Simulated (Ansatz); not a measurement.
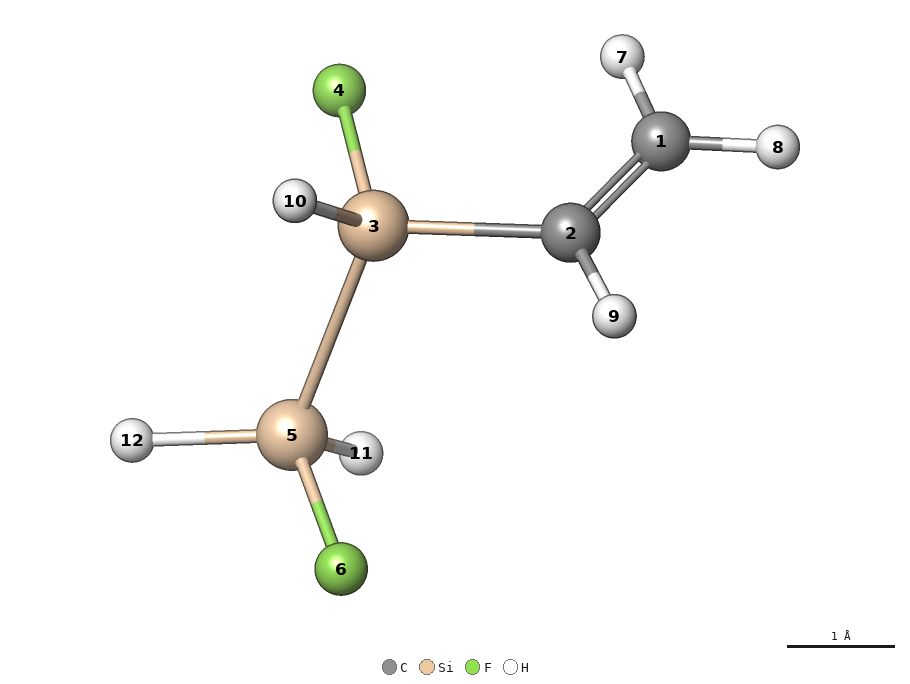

The atoms are numbered. The computed structure is the end point of a PBE-D4/def2-SVP optimisation. No frequency run is at hand to confirm it as a minimum.

Q: What is the geometry at Si3?

A: Si3 has 4 neighbours (C2 at 1.87, F4 at 1.65, Si5 at 2.36, H10 at 1.51 Å); the arrangement is tetrahedral.

Q: Describe the coordination of atom 5.

A: Si5 has 4 neighbours (Si3 at 2.36, F6 at 1.65, H11 at 1.51, H12 at 1.51 Å); the arrangement is tetrahedral.

Q: How are the neighbours of atom 2 arranged?

A: C2 has 3 neighbours (C1 at 1.35, Si3 at 1.87, H9 at 1.11 Å); the arrangement is trigonal planar.

Q: Describe the coordination of atom 1.

A: C1 has 3 neighbours (C2 at 1.35, H7 at 1.10, H8 at 1.10 Å); the arrangement is trigonal planar.

Q: What is the dihedral angle C1–C2–Si3–Si5?

A: 115° in size, that is anticlinal.
